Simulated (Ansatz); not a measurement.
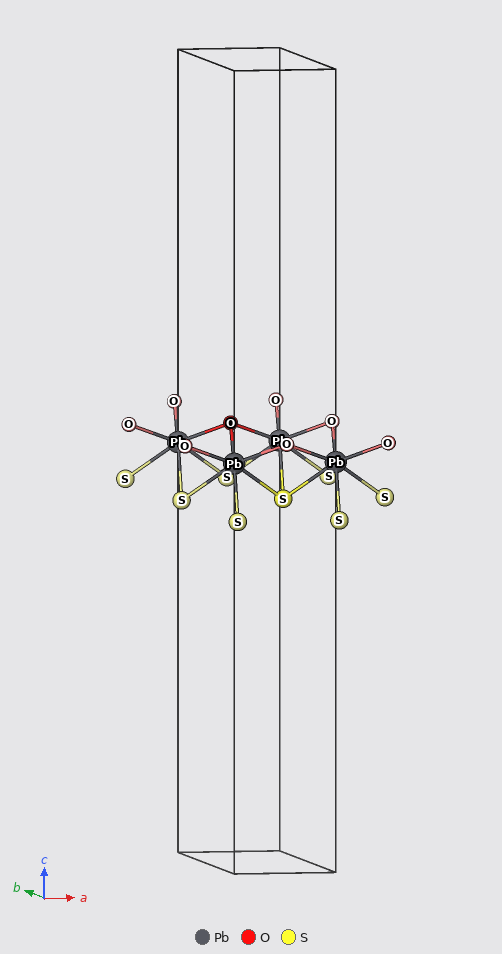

Crystal structure, ball-and-stick style, seen from the side at a slight tilt. One simulation cell is outlined, and atoms on its boundary appear in each equivalent place. Bonds that leave the box are completed with the atoms at their other ends, in fainter colours.

PbSO, a = 3.60 Å, b = 3.60 Å, c = 29.37 Å, α = 90.00°, β = 90.00°, γ = 120.00°.

Results below were computed with Hartree-Fock, plane waves, PAW in Ansatz; the settings were E_cut = 420 eV, a 6×6×1 sampling of the Brillouin zone, no spin polarisation.

How large a gap does the method give, if there is one?

An insulator at this level, with a gap of 6.43 eV, direct.

It goes back to a structure type filled with these elements by a generator (whether the compound takes this form wasn't checked). Earlier steps of the study may have refined or changed the cell and positions. It was run through Ansatz as a DFT input.

At this level of theory the cell isn't at rest (forces up to 1.0 eV/Å), so its distances can differ from those at equilibrium, the more so the softer the solid.
